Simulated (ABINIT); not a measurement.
# SnSe2 (Fm-3m): zone-centre phonons, part 2 of 2

Aim: the zone-centre modes of SnSe2 (Fm-3m).

ABINIT 10.8.3; DFT LDA, scalar-relativistic, plane waves, HGH norm-conserving pseudopotentials.

So far. Step 5 (Relaxing the cell and atoms): The volume changes by -0.3 % in this run and stands +17.2 % from the first cell. The relaxed cell has a = 6.696 Å (conventional setting).

The structure was built from a prototype and need not be the compound's stable phase.

## (7) Zone-centre response

At q = 0 one unit cell holds all displacements. The response is solved for single atoms along the cell's directions, and symmetry skips those that follow from others. The crystal is treated as a metal, which screens a static field, so no field response is asked.

dfpt_gamma.abi reads:

```

# common to the responses
getwfk_filepath "gso_WFK"
kptopt 2
nqpt 1
qpt 0.0 0.0 0.0
asr 0
chneut 0

# displacements
rfphon 1
rfatpol 1 3
rfdir 1 1 1
tolvrs 1.0d-10
prtwf 0

# basis, mesh and filling
ecut 26.0
ecutsm 3.0
ixc 7
ngkpt 8 8 8
nshiftk 1
shiftk 0.0 0.0 0.0
istwfk *1
occopt 6
tsmear 0.01
nband 14
nstep 100
diemac 1000000.0
prtebands 0
prtgsr 0
useylm 1

# cell and atoms
acell 3*1.0 Angstrom
rprim 
    0.0 3.348001682 3.348001682
    3.348001682 0.0 3.348001682
    3.348001682 3.348001682 0.0
ntypat 2
znucl 50 34
natom 3
typat 1 2 2
xred 
    0.0 0.0 0.0
    0.25 0.25 0.25
    0.75 0.75 0.75
pp_dirpath "./pseudo"
pseudos "Sn.hgh, Se.hgh"
```

Command:

```
$ OMP_NUM_THREADS=1 mpirun -n 2 abinit dfpt_gamma.abi > dfpt_gamma.log
```

Numbers of over 12 decimals in the logs are rounded to 6 here.

dfpt_gamma.abo, the main output file:

```text
[banners, grids, parts of the stress and lines that vanish by symmetry left out]
- input  file    -> dfpt_gamma.abi
- output file    -> dfpt_gamma.abo
- root for input  files -> dfpt_gammai
- root for output files -> dfpt_gammao

 Symmetries : space group Fm -3 m (#225); Bravais cF (face-center cubic)
================================================================================
 Values of the parameters that define the memory need of the present run (RF).
     intxc =       0      iscf =       7    lmnmax =      14     lnmax =       6
     mgfft =      45  mpssoang =       3    mqgrid =    3001     natom =       3
  nloc_mem =       1    nspden =       1   nspinor =       1    nsppol =       1
      nsym =      48    n1xccc =       0    ntypat =       2    occopt =       6
   xclevel =       1
-    mband =          14        mffmem =           1         mkmem =         130
-   mkqmem =         130        mk1mem =         130           mpw =        3250
      nfft =       91125          nkpt =         260
- my_mband =          14
================================================================================
================================================================================

--------------------------------------------------------------------------------
------------- Echo of variables that govern the present computation ------------
--------------------------------------------------------------------------------
-
- outvars: echo of selected default values
-   iomode0 =  0 , fftalg0 =312 , wfoptalg0 =  0
-
- outvars: echo of global parameters not present in the input file
-  max_nthreads =    1
-
 -outvars: echo values of preprocessed input variables
 [... echo left out ...]
================================================================================

 chkinp: Checking input parameters for consistency.

[...]
== DATASET  1 ==================================================================
-   mpi_nproc: 2, omp_nthreads: 1 (-1 if OMP is not activated)

--- !DatasetInfo
iteration_state: {dtset: 1, }
dimensions: {natom: 3, nkpt: 260, mband: 14, nsppol: 1, nspinor: 1, nspden: 1, mpw: 3250, }
cutoff_energies: {ecut:  26.0, pawecutdg:  -1.0, }
electrons: {nelect:   1.60000000E+01, charge:   0.00000000E+00, occopt:   6.00000000E+00, tsmear:   1.00000000E-02, }
meta: {optdriver: 1, rfphon: 1, }
...

 mkfilename: getwfk from: gso_WFK

 Exchange-correlation functional for the present dataset will be:
  LDA: Perdew-Wang 92 LSD fit to Ceperley-Alder data - ixc=7
 Citation for XC functional:
  J.P.Perdew and Y.Wang, PRB 45, 13244 (1992)

 Real(R)+Recip(G) space primitive vectors, cartesian coordinates (Bohr,Bohr^-1):
 R(1)=  0.0000000  6.3268062  6.3268062  G(1)= -0.0790288  0.0790288  0.0790288
 R(2)=  6.3268062  0.0000000  6.3268062  G(2)=  0.0790288 -0.0790288  0.0790288
 R(3)=  6.3268062  6.3268062  0.0000000  G(3)=  0.0790288  0.0790288 -0.0790288
 Unit cell volume ucvol=  5.0650484E+02 bohr^3
 Angles (23,13,12)=  6.00000000E+01  6.00000000E+01  6.00000000E+01 degrees
 setup1 : take into account q-point for computing boxcut.

 getcut: wavevector=  0.0000  0.0000  0.0000  ngfft=  45  45  45
         ecut(hartree)=     26.000   => boxcut(ratio)=   2.14240

--- Pseudopotential description ------------------------------------------------
- pspini: atom type   1  psp file is ./pseudo/Sn.hgh

- pspini: atom type   2  psp file is ./pseudo/Se.hgh

   7.18266385E+02                                ecore*ucvol(ha*bohr**3)
--------------------------------------------------------------------------------

 ==>  initialize data related to q vector <==

 The list of irreducible perturbations for this q vector is:
    1)    idir= 1    ipert=   1
    2)    idir= 1    ipert=   2

[...]
The perturbation idir=   2  ipert=   1 is
 symmetric of a previously calculated perturbation.
 So, its SCF calculation is not needed.

 The perturbation idir=   3  ipert=   1 is
 symmetric of a previously calculated perturbation.
 So, its SCF calculation is not needed.

 The perturbation idir=   2  ipert=   2 is
 symmetric of a previously calculated perturbation.
 So, its SCF calculation is not needed.

 The perturbation idir=   3  ipert=   2 is
 symmetric of a previously calculated perturbation.
 So, its SCF calculation is not needed.

 The perturbation idir=   1  ipert=   3 is
 symmetric of a previously calculated perturbation.
 So, its SCF calculation is not needed.

 The perturbation idir=   2  ipert=   3 is
 symmetric of a previously calculated perturbation.
 So, its SCF calculation is not needed.

 The perturbation idir=   3  ipert=   3 is
 symmetric of a previously calculated perturbation.
 So, its SCF calculation is not needed.

--------------------------------------------------------------------------------
 Perturbation wavevector (in red.coord.)   0.000000  0.000000  0.000000
 Perturbation : displacement of atom   1   along direction   1
 Found     4 symmetries that leave the perturbation invariant.

[...]
dfpt_looppert : total number of electrons, from k and k+q
  fully or partially occupied states are    1.600000E+01 and    1.600000E+01.
 Initialisation of the first-order wave-functions :
  ireadwf=   0

--- !BeginCycle
iteration_state: {dtset: 1, }
solver: {iscf: 7, nstep: 100, nline: 4, wfoptalg: 0, }
tolerances: {tolvrs: 1.00E-10, }
...

     iter   2DEtotal(Ha)        deltaE(Ha) residm    vres2
-ETOT  1   15.676453175388     -7.361E+01 7.615E-01 6.231E+04
 ETOT  2   1.781910     -1.389E+01 6.681E-02 5.355E+02
 ETOT  3   1.676264     -1.056E-01 1.401E-03 5.483E+01
 ETOT  4   1.668350     -7.914E-03 5.128E-05 2.205E+00
 ETOT  5   1.668109     -2.408E-04 1.983E-06 8.205E-03
[...]
At SCF step   10       vres2   =  9.58E-12 < tolvrs=  1.00E-10 =>converged.
[...]
Mean square residual over all n,k,spin=   12.151E-17; max=  74.384E-15

 Thirteen components of 2nd-order total energy (hartree) are
 1,2,3: 0th-order hamiltonian combined with 1st-order wavefunctions
     kin0=   7.63948792E+01 eigvalue=   1.72835559E+00  local=  -1.96161990E+01
 4,5,6: 1st-order hamiltonian combined with 1st and 0th-order wfs
 loc psp =  -7.59943215E+01  Hartree=   1.35623643E+01     xc=  -7.60127718E+00
 note that "loc psp" includes a xc core correction that could be resolved
 7,8,9: eventually, occupation + non-local contributions
    edocc=   7.02780996E+00     enl0=   1.61183726E+01   enl1=  -9.92342895E+01
 1-9 gives the relaxation energy (to be shifted if some occ is /=2.0)
   erelax=  -8.76143055E+01
 10,11,12 Non-relaxation  contributions : frozen-wavefunctions and Ewald
 fr.local=   8.37828767E+00 fr.nonlo=   4.91247538E+01  Ewald=   3.17793721E+01
 13,14 Frozen wf xc core corrections (1) and (2)
 frxc 1  =   0.00000000E+00  frxc 2 =   0.00000000E+00
 Resulting in :
 2DEtotal=    0.1668108101E+01 Ha. Also 2DEtotal=    0.453915338379E+02 eV
    (2DErelax=   -8.7614305489E+01 Ha. 2DEnonrelax=    8.9282413590E+01 Ha)
    (  non-var. 2DEtotal :    1.6681080964E+00 Ha)

[...]
Perturbation wavevector (in red.coord.)   0.000000  0.000000  0.000000
 Perturbation : displacement of atom   2   along direction   1
 Found     2 symmetries that leave the perturbation invariant.

--------------------------------------------------------------------------------

--------------------------------------------------------------------------------

 dfpt_looppert : total number of electrons, from k and k+q
  fully or partially occupied states are    1.600000E+01 and    1.600000E+01.
 Initialisation of the first-order wave-functions :
  ireadwf=   0

--- !BeginCycle
iteration_state: {dtset: 1, }
solver: {iscf: 7, nstep: 100, nline: 4, wfoptalg: 0, }
tolerances: {tolvrs: 1.00E-10, }
...

     iter   2DEtotal(Ha)        deltaE(Ha) residm    vres2
-ETOT  1   156.99349811411     -3.076E+02 7.283E-01 6.364E+05
[...]
ETOT 11   1.600126     -3.979E-12 1.189E-12 1.850E-10
 ETOT 12   1.600126     -3.979E-12 5.297E-14 2.840E-12

 At SCF step   12       vres2   =  2.84E-12 < tolvrs=  1.00E-10 =>converged.
[...]
Mean square residual over all n,k,spin=   67.367E-18; max=  52.971E-15

 Thirteen components of 2nd-order total energy (hartree) are
 1,2,3: 0th-order hamiltonian combined with 1st-order wavefunctions
     kin0=   4.54332537E+02 eigvalue=   7.72886388E+00  local=  -2.65335327E+02
 4,5,6: 1st-order hamiltonian combined with 1st and 0th-order wfs
 loc psp =  -2.08670530E+02  Hartree=   1.09741857E+02     xc=  -4.18400015E+01
 note that "loc psp" includes a xc core correction that could be resolved
 7,8,9: eventually, occupation + non-local contributions
    edocc=   2.54247975E+01     enl0=   1.72956900E+02   enl1=  -7.17348724E+02
 1-9 gives the relaxation energy (to be shifted if some occ is /=2.0)
   erelax=  -4.63009627E+02
 10,11,12 Non-relaxation  contributions : frozen-wavefunctions and Ewald
 fr.local=   6.73107756E+01 fr.nonlo=   3.57574762E+02  Ewald=   3.97242151E+01
 13,14 Frozen wf xc core corrections (1) and (2)
 frxc 1  =   0.00000000E+00  frxc 2 =   0.00000000E+00
 Resulting in :
 2DEtotal=    0.1600125557E+01 Ha. Also 2DEtotal=    0.435416345797E+02 eV
    (2DErelax=   -4.6300962702E+02 Ha. 2DEnonrelax=    4.6460975257E+02 Ha)
    (  non-var. 2DEtotal :    1.6001255942E+00 Ha)

[...]
---- first-order wavefunction calculations are completed ----

 ==> Compute Derivative Database <==

 [... matrices left out ...]
  Phonon wavevector (reduced coordinates) :  0.00000  0.00000  0.00000
 Phonon energies in Hartree :
  -7.032025E-06 -7.032024E-06 -7.032024E-06  4.106434E-04  4.106434E-04
   4.106434E-04  4.532601E-04  4.532601E-04  4.532601E-04
 Phonon frequencies in cm-1    :
- -1.543351E+00 -1.543351E+00 -1.543351E+00  9.012580E+01  9.012580E+01
-  9.012580E+01  9.947910E+01  9.947910E+01  9.947910E+01

== END DATASET(S) ==============================================================
================================================================================

 -outvars: echo values of variables after computation
            acell      1.8897261259E+00  1.8897261259E+00  1.8897261259E+00 Bohr
           etotal      1.6001255572E+00
            fcart      0.0000000000E+00  0.0000000000E+00  0.0000000000E+00
           strten      0.0000000000E+00  0.0000000000E+00  0.0000000000E+00
================================================================================
```

Wall time 4.6 min (2 MPI ranks of Intel Xeon at 2.70GHz, shared host); 9.2 min of CPU time.

Read from the output:

```yaml
largest_acoustic_frequency_at_the_zone_centre_before_the_sum_rule: -1.54 cm⁻¹
highest_optical_zone_centre_mode_no_lo_to_term: 99.48 cm⁻¹
lowest_optical_zone_centre_mode: 90.13 cm⁻¹
```

The acoustic modes at Γ come out as far as 1.5 cm⁻¹ from zero, where they should vanish, a small numerical error.

## (8) Modes with the sum rule

anaddb reads the merged derivatives and imposes the acoustic sum rule.

anaddb.abi reads:

```
ddb_filepath "gamma_DDB"
output_file "anaddb.abo"
outdata_prefix "anaddb"
asr 1
chneut 1
enunit 2
eivec 1
nph1l 1
qph1l 0.0 0.0 0.0 1.0
```

mrgddb.in reads:

```
gamma_DDB
merged
2
dfpt_gammao_DDB
gso_DDB
```

Command:

```
$ mrgddb < mrgddb.in > mrgddb.log
$ OMP_NUM_THREADS=1 anaddb anaddb.abi > anaddb.log
```

anaddb.abo, the main output file:

```text
-outvars_anaddb: echo values of input variables ----------------------

 Miscellaneous information :
      enunit         2
       eivec         1
         asr         1
 First list of wavevector (reduced coord.) :
       nph1l         1
       qph1l
                     0.00000000E+00  0.00000000E+00  0.00000000E+00    1.000E+00

================================================================================

 read the DDB information and perform some checks

  ==== Info on the Cryst% object ====
 Real(R)+Recip(G) space primitive vectors, cartesian coordinates (Bohr,Bohr^-1):
 R(1)=  0.0000000  6.3268062  6.3268062  G(1)= -0.0790288  0.0790288  0.0790288
 R(2)=  6.3268062  0.0000000  6.3268062  G(2)=  0.0790288 -0.0790288  0.0790288
 R(3)=  6.3268062  6.3268062  0.0000000  G(3)=  0.0790288  0.0790288 -0.0790288
 Unit cell volume ucvol=  5.0650484E+02 bohr^3
 Angles (23,13,12)=  6.00000000E+01  6.00000000E+01  6.00000000E+01 degrees
 Time-reversal symmetry is present
 Reduced atomic positions [iatom, xred, symbol]:
    1)    0.0000000  0.0000000  0.0000000  Sn
    2)    0.2500000  0.2500000  0.2500000  Se
    3)    0.7500000  0.7500000  0.7500000  Se

 DDB file with 3 blocks has been read.

================================================================================

 Treat the first list of vectors

  Phonon wavevector (reduced coordinates) :  0.00000  0.00000  0.00000
 Phonon energies in Hartree :
   0.000000E+00  0.000000E+00  0.000000E+00  4.106861E-04  4.106861E-04
   4.106861E-04  4.533624E-04  4.533624E-04  4.533624E-04
 Phonon energies in meV     :
-  0.000000E+00  0.000000E+00  0.000000E+00  1.117534E+01  1.117534E+01
-  1.117534E+01  1.233662E+01  1.233662E+01  1.233662E+01
 Phonon frequencies in cm-1    :
-  0.000000E+00  0.000000E+00  0.000000E+00  9.013519E+01  9.013519E+01
-  9.013519E+01  9.950156E+01  9.950156E+01  9.950156E+01
 Phonon frequencies in Thz     :
-  0.000000E+00  0.000000E+00  0.000000E+00  2.702185E+00  2.702185E+00
-  2.702185E+00  2.982982E+00  2.982982E+00  2.982982E+00
 Phonon energies in Kelvin  :
-  0.000000E+00  0.000000E+00  0.000000E+00  1.296844E+02  1.296844E+02
-  1.296844E+02  1.431605E+02  1.431605E+02  1.431605E+02

 Eigendisplacements
 (will be given, for each mode : in cartesian coordinates
   for each atom the real part of the displacement vector,
   then the imaginary part of the displacement vector - absolute values smaller than 1.0d-7 are set to zero)
  Mode number    1   Energy    0.000000E+00
 Attention : low frequency mode.
   (Could be unstable or acoustic mode)
-  1  0.00000000E+00  0.00000000E+00  1.40825644E-03
-     0.00000000E+00  0.00000000E+00  0.00000000E+00
-  2  0.00000000E+00  0.00000000E+00  1.40819149E-03
-     0.00000000E+00  0.00000000E+00  0.00000000E+00
-  3  0.00000000E+00  0.00000000E+00  1.40819149E-03
-     0.00000000E+00  0.00000000E+00  0.00000000E+00
  Mode number    2   Energy    0.000000E+00
 Attention : low frequency mode.
   (Could be unstable or acoustic mode)
-  1  0.00000000E+00  1.40825644E-03  0.00000000E+00
-     0.00000000E+00  0.00000000E+00  0.00000000E+00
-  2  0.00000000E+00  1.40819149E-03  0.00000000E+00
-     0.00000000E+00  0.00000000E+00  0.00000000E+00
-  3  0.00000000E+00  1.40819149E-03  0.00000000E+00
-     0.00000000E+00  0.00000000E+00  0.00000000E+00
  Mode number    3   Energy    0.000000E+00
 Attention : low frequency mode.
   (Could be unstable or acoustic mode)
-  1  1.40825644E-03  0.00000000E+00  0.00000000E+00
-     0.00000000E+00  0.00000000E+00  0.00000000E+00
-  2  1.40819149E-03  0.00000000E+00  0.00000000E+00
-     0.00000000E+00  0.00000000E+00  0.00000000E+00
-  3  1.40819149E-03  0.00000000E+00  0.00000000E+00
-     0.00000000E+00  0.00000000E+00  0.00000000E+00
  Mode number    4   Energy    4.106861E-04
-  1  0.00000000E+00  0.00000000E+00  1.62418924E-03
-     0.00000000E+00  0.00000000E+00  0.00000000E+00
-  2  0.00000000E+00  0.00000000E+00 -1.22097516E-03
-     0.00000000E+00  0.00000000E+00  0.00000000E+00
-  3  0.00000000E+00  0.00000000E+00 -1.22097516E-03
-     0.00000000E+00  0.00000000E+00  0.00000000E+00
  Mode number    5   Energy    4.106861E-04
-  1  0.00000000E+00  1.62418924E-03  0.00000000E+00
-     0.00000000E+00  0.00000000E+00  0.00000000E+00
-  2  0.00000000E+00 -1.22097516E-03  0.00000000E+00
-     0.00000000E+00  0.00000000E+00  0.00000000E+00
-  3  0.00000000E+00 -1.22097516E-03  0.00000000E+00
-     0.00000000E+00  0.00000000E+00  0.00000000E+00
  Mode number    6   Energy    4.106861E-04
-  1  1.62418924E-03  0.00000000E+00  0.00000000E+00
-     0.00000000E+00  0.00000000E+00  0.00000000E+00
-  2 -1.22097516E-03  0.00000000E+00  0.00000000E+00
-     0.00000000E+00  0.00000000E+00  0.00000000E+00
-  3 -1.22097516E-03  0.00000000E+00  0.00000000E+00
-     0.00000000E+00  0.00000000E+00  0.00000000E+00
  Mode number    7   Energy    4.533624E-04
-  1  0.00000000E+00  0.00000000E+00  0.00000000E+00
-     0.00000000E+00  0.00000000E+00  0.00000000E+00
-  2  0.00000000E+00  0.00000000E+00  1.86380890E-03
-     0.00000000E+00  0.00000000E+00  0.00000000E+00
-  3  0.00000000E+00  0.00000000E+00 -1.86380890E-03
-     0.00000000E+00  0.00000000E+00  0.00000000E+00
  Mode number    8   Energy    4.533624E-04
-  1  0.00000000E+00  0.00000000E+00  0.00000000E+00
-     0.00000000E+00  0.00000000E+00  0.00000000E+00
-  2  0.00000000E+00 -1.86380890E-03  0.00000000E+00
-     0.00000000E+00  0.00000000E+00  0.00000000E+00
-  3  0.00000000E+00  1.86380890E-03  0.00000000E+00
-     0.00000000E+00  0.00000000E+00  0.00000000E+00
  Mode number    9   Energy    4.533624E-04
-  1  0.00000000E+00  0.00000000E+00  0.00000000E+00
-     0.00000000E+00  0.00000000E+00  0.00000000E+00
-  2  1.86380890E-03  0.00000000E+00  0.00000000E+00
-     0.00000000E+00  0.00000000E+00  0.00000000E+00
-  3 -1.86380890E-03  0.00000000E+00  0.00000000E+00
-     0.00000000E+00  0.00000000E+00  0.00000000E+00

 Analysis of degeneracies and characters (maximum tolerance=1.00E-06 a.u.)
 For each vibration mode, or group of modes if degenerate,
 the characters are given for each symmetry operation (see the list in the log file).
 Symmetry characters of vibration mode #   1
       degenerate with vibration modes #   2 to    3
  3.0 -3.0 -1.0  1.0 -1.0  1.0 -1.0  1.0  1.0 -1.0 -1.0  1.0  1.0 -1.0 -1.0  1.0
 -0.0  0.0  0.0 -0.0 -0.0  0.0  0.0 -0.0  1.0 -1.0 -1.0  1.0 -1.0  1.0  1.0 -1.0
 -0.0  0.0 -0.0  0.0  0.0 -0.0  0.0 -0.0  1.0 -1.0  1.0 -1.0 -1.0  1.0 -1.0  1.0
 Symmetry characters of vibration mode #   4
       degenerate with vibration modes #   5 to    6
  3.0 -3.0 -1.0  1.0 -1.0  1.0 -1.0  1.0  1.0 -1.0 -1.0  1.0  1.0 -1.0 -1.0  1.0
 -0.0  0.0  0.0 -0.0 -0.0  0.0  0.0 -0.0  1.0 -1.0 -1.0  1.0 -1.0  1.0  1.0 -1.0
 -0.0  0.0 -0.0  0.0  0.0 -0.0  0.0 -0.0  1.0 -1.0  1.0 -1.0 -1.0  1.0 -1.0  1.0
 Symmetry characters of vibration mode #   7
       degenerate with vibration modes #   8 to    9
  3.0  3.0 -1.0 -1.0 -1.0 -1.0 -1.0 -1.0  1.0  1.0 -1.0 -1.0  1.0  1.0 -1.0 -1.0
 -0.0 -0.0  0.0  0.0 -0.0 -0.0  0.0  0.0  1.0  1.0 -1.0 -1.0 -1.0 -1.0  1.0  1.0
 -0.0 -0.0 -0.0 -0.0 -0.0 -0.0  0.0  0.0  1.0  1.0  1.0  1.0 -1.0 -1.0 -1.0 -1.0
-
```

Run time: 0.72 s. Hardware: 1 thread.

This step gave:

| Item | Value |
| --- | --- |
| highest optical zone-centre mode (no LO-TO term) | 99.5 cm⁻¹ |
| lowest optical zone-centre mode | 90.14 cm⁻¹ |

No LO-TO term; unit eigenvectors of the mass-weighted matrix, from anaddb's displacements. Modes at Γ, with each element's share of the kinetic energy:

| mode | frequency (cm⁻¹) | symmetry | Sn % | Se % |
| --- | --- | --- | --- | --- |
| 1 | 0.0 | acoustic | 43 | 57 |
| 2 | 0.0 | acoustic | 43 | 57 |
| 3 | 0.0 | acoustic | 43 | 57 |
| 4 | 90.1 | T1u | 57 | 43 |
| 5 | 90.1 | T1u | 57 | 43 |
| 6 | 90.1 | T1u | 57 | 43 |
| 7 | 99.5 | T2g | 0 | 100 |
| 8 | 99.5 | T2g | 0 | 100 |
| 9 | 99.5 | T2g | 0 | 100 |

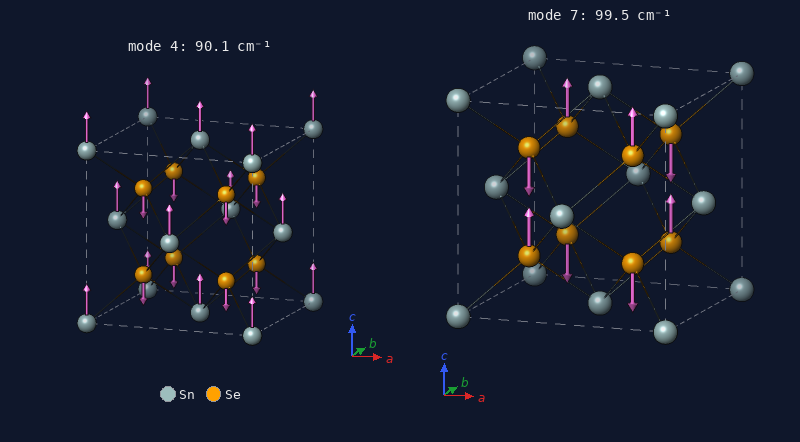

Displacement patterns of modes 4 and 7 at Γ; arrows are exaggerated. Some periodic images of atoms are drawn too.

The rule moves no optical mode by more than 0.1 cm⁻¹.

## (9) Results

```yaml
space_group_after_relaxation: Fm-3m
volume_per_atom: 25.0 Å³
highest_optical_zone_centre_mode_no_lo_to_term: 99.5 cm⁻¹
lowest_optical_zone_centre_mode: 90.1 cm⁻¹
imaginary_optical_modes_at_the_zone_centre_no_q_mesh_in_this_session: none
```

What this shows: At the LDA level the optical modes of SnSe2 (Fm-3m) at the zone centre run from 90 to 100 cm⁻¹. These are harmonic frequencies at zero temperature: anharmonic shifts and linewidths and thermal expansion are left out. The HGH files keep few electrons and have no core correction, which is cheap but rough for Sn. In a metal the frequencies hang on the k mesh and the smearing, most of all near Kohn anomalies. The structure is a hypothetical one, built on a prototype.

[Host names and launcher messages were left out of these logs when they were recorded.]

[Logs are printed without paths, hosts, clocks, repeated set-up lines and the standing remarks that a program may print on its own settings, such as how far it seeks lower states.]

[Hosts, paths, dates, database ids (printed as entryN), source tags and the programs' standing remarks are cut or masked in the printed files.]
